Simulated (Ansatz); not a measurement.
## Profile along the O–Mn line in MnO (rock salt)

MnO (rock salt)

```xyz
2
Lattice="0.0000 2.2202 2.2202 2.2202 0.0000 2.2202 2.2202 2.2202 0.0000" Properties=species:S:1:pos:R:3 pbc="T T T"
O      0.0000     0.0000     0.0000
Mn     2.2202     2.2202     2.2202
```

Fields along a shortest O–Mn line of a {100} plane (2.22 Å), from O to Mn, interpolated on the slice's grid (step about 0.1 Å). Level of theory: PBE (plane waves to 420 eV, PAW, scalar-relativistic; Ansatz, a quantum-chemistry and plane-wave program). k mesh 18×18×18. Near the nuclei the fields are pseudised (PAW); where an atom keeps semicore shells as valence, they peak there. MnO is run spin-polarised and with no Hubbard U; the real compound is an antiferromagnetic insulator, a state that this run doesn't describe. MnO was relaxed with its symmetry unable to fall. Relaxed MnO ends ferromagnetic. The magnetic order is the one the run started from; other orders were not tried.

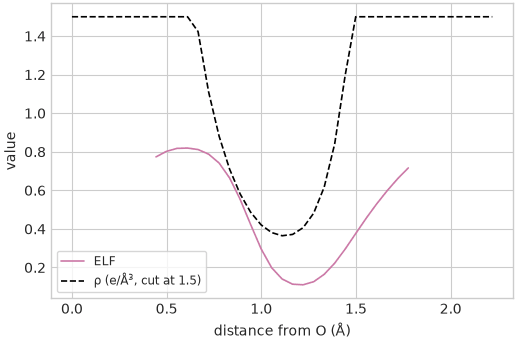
Figure. ELF (away from the nuclei) and valence density from O to Mn.

Density on the O–Mn line (2.22 Å) at its midpoint: 0.36 e/Å³. ELF at that point: 0.14.
